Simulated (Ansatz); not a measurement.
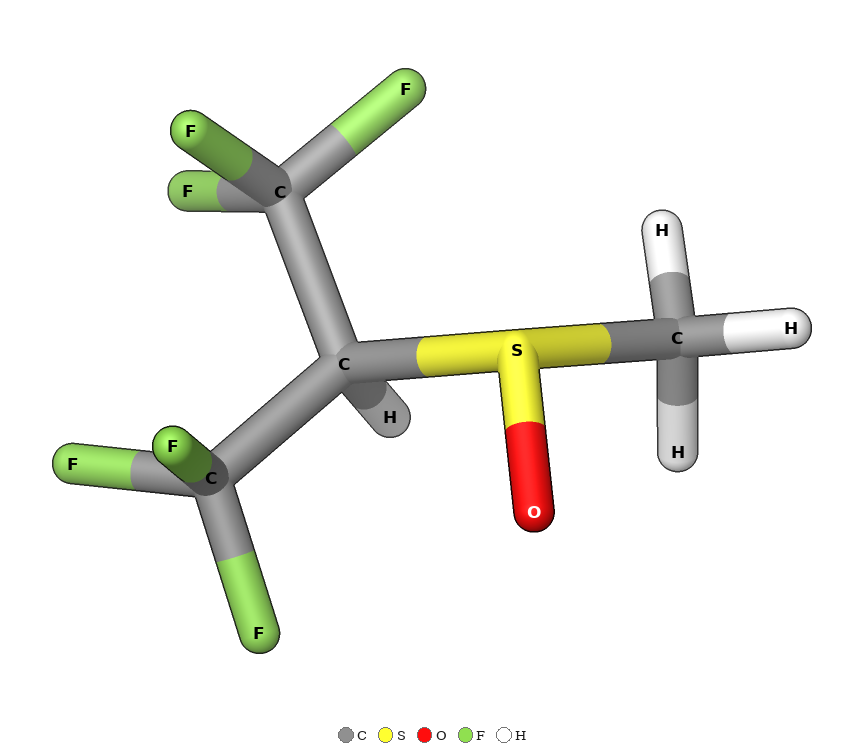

The picture shows a molecular structure as a stick model. Every bond is drawn as one stick, whatever its order.

What does the picture show?

The molecule is C4H4F6OS. Its SMILES string is `C[S@](=O)C(C(F)(F)F)C(F)(F)F`. It has no ring. Among its groups: sulfoxide, C–F bond. This geometry has C1 symmetry. Coordination: 4 C tetrahedral; 1 S trigonal pyramidal.

More results for the same structure follow; atom numbers are the same in all pictures, views and colours differ. The computed structure is the end point of a PBE0-D4/def2-TZVP optimisation.

### Shape

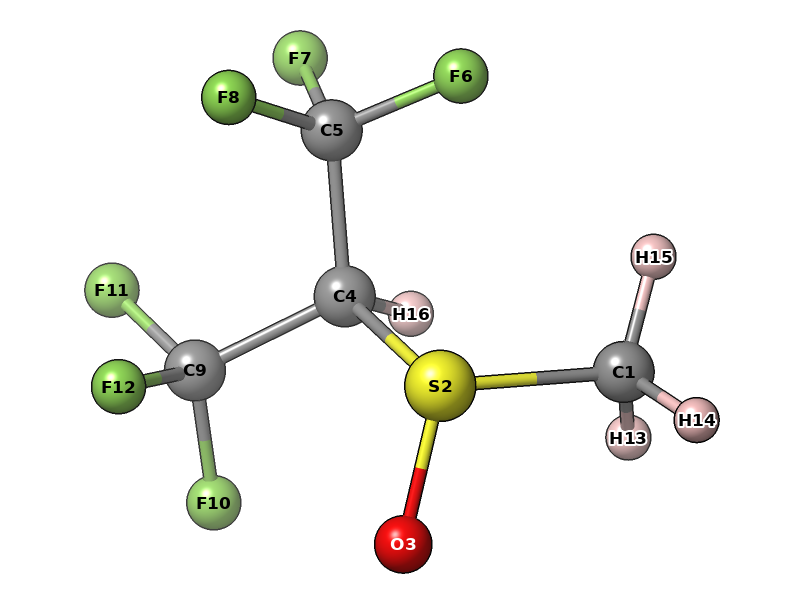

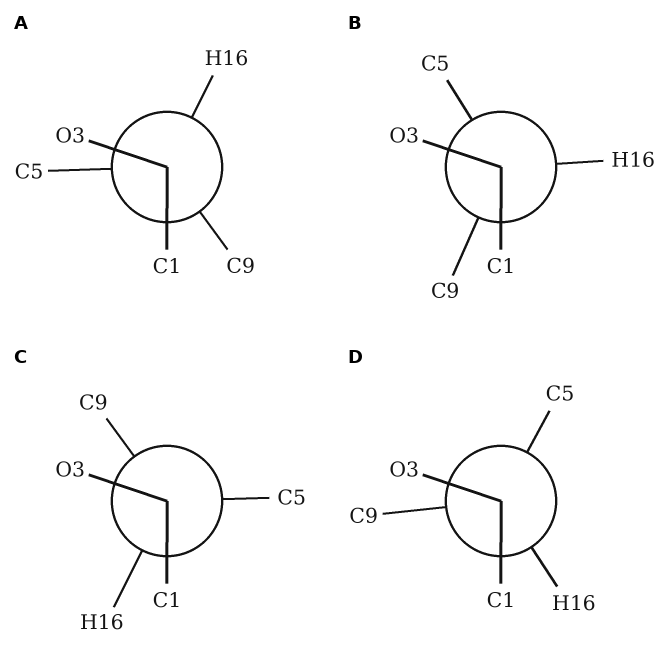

Depth is shown by fading: the farther an atom, the more it takes the colour of the background. Bonds that would overlap in a projection are set slightly apart.

**Which Newman projection shows the view along S2–C4, with S2 in front?**

C. The torsion angle O3–S2–C4–C5 is 160°, antiperiplanar (anti).

### Dipole moment

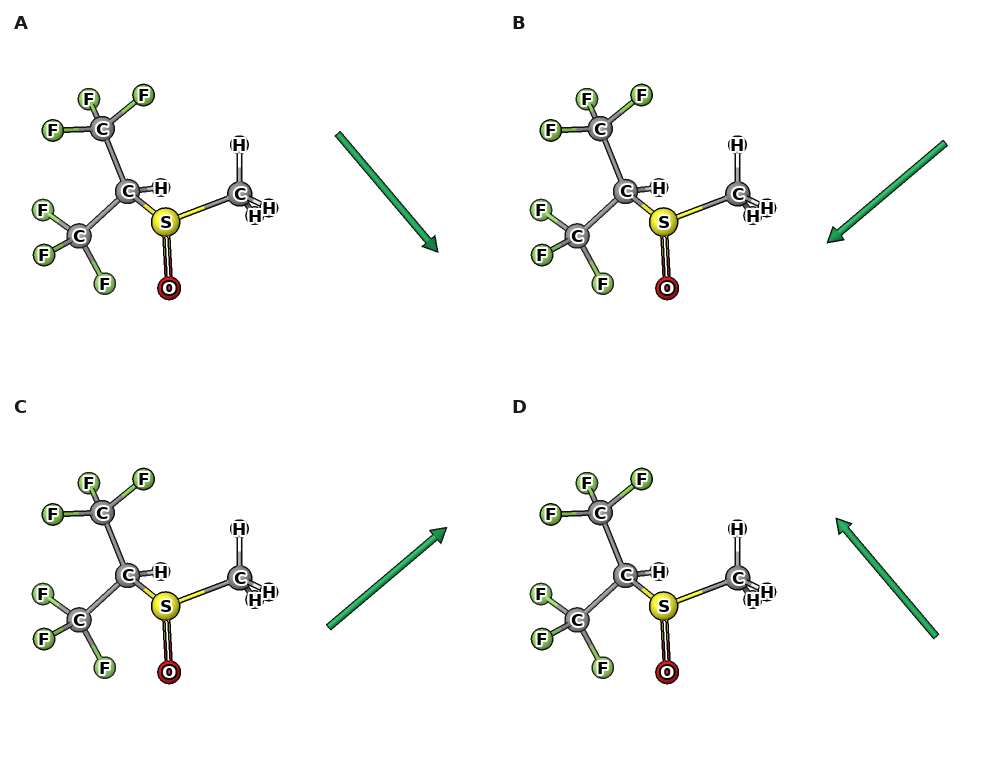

The same molecule four times, each with an arrow. Properties computed with RKS PBE0-D4/def2-TZVP (Ansatz 0.2.0).

**Which arrow points along the dipole moment, from the negative to the positive end?**

C. The dipole moment is 3.91 D.

### Charges

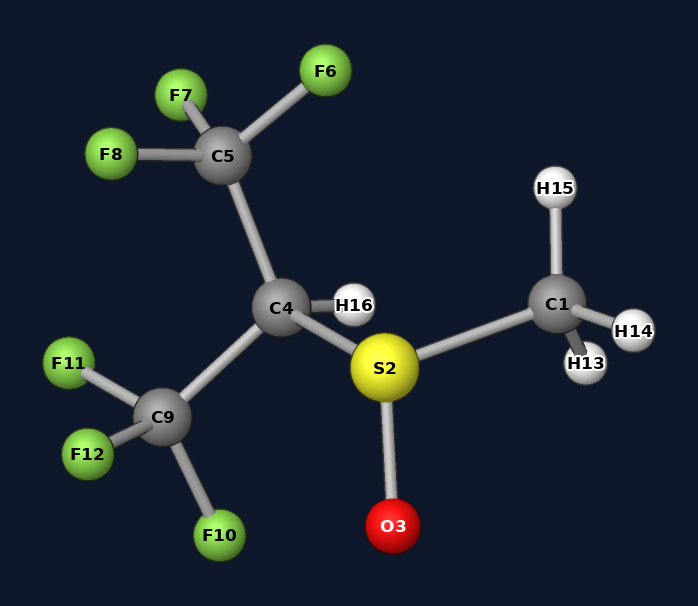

The questions are on Mulliken charges. Level of theory: RKS PBE-D4/def2-TZVPP (Ansatz 0.2.0).

**Which atom carries the highest charge (most positive or least negative)?**

S2 (0.40 e).

**And the lowest?**

O3 (−0.44 e).

List the Mulliken charges.

| atom | value (e) |
| --- | --- |
| C1 | −0.29 |
| S2 | 0.40 |
| O3 | −0.44 |
| C4 | −0.16 |
| C5 | 0.35 |
| F6 | −0.14 |
| F7 | −0.11 |
| F8 | −0.11 |
| C9 | 0.37 |
| F10 | −0.11 |
| F11 | −0.12 |
| F12 | −0.12 |
| H13 | 0.12 |
| H14 | 0.13 |
| H15 | 0.12 |
| H16 | 0.11 |

### Vibrations

Harmonic vibrations computed with RKS PBE0-D4/def2-TZVP (Ansatz 0.2.0) at a stationary point of the same level.

**How many vibrational modes are there, and where do they lie?**

42 modes: 43, 67, 82, 150, 165, 170, 214, 253, 265, 304, 318, 333, 369, 393, 524, 543, 545, 557, 688, 700, 735, 791, 887, 924, 951, 968, 1122, 1127, 1154, 1184, 1240, 1265, 1283, 1306, 1325, 1370, 1442, 1456, 3065, 3129, 3167, 3188 cm⁻¹.

Mulliken values depend strongly on the basis set and can even reverse the polarity of a bond.
